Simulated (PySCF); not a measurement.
Ga(OH)3, H3GaO3, SMILES [OH][Ga]([OH])[OH], singlet at its B3LYP/def2-SVP optimised geometry (Å):

```
7

Ga    -0.1555    -0.3854     0.0000
O     -1.0451    -1.9300    -0.0001
H     -2.0044    -1.8134    -0.0030
O     -1.0486     1.1575     0.0000
H     -0.4679     1.9300    -0.0017
O      1.6271    -0.3854     0.0000
H      2.0044    -1.2751     0.0029
```

Computed with B3LYP/def2-TZVP (PySCF 2.14.0).

Map of the Laplacian of the electron density (e/bohr⁵) on the plane z = 1.2 Å:

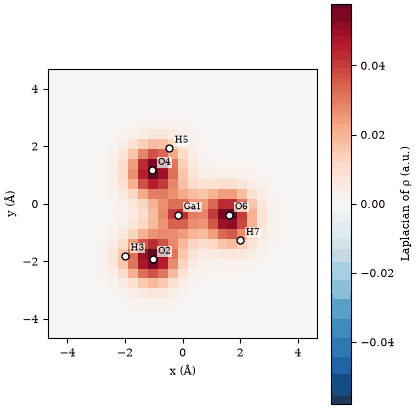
Laplacian of the electron density (e/bohr⁵) on the plane z = 1.2 Å.
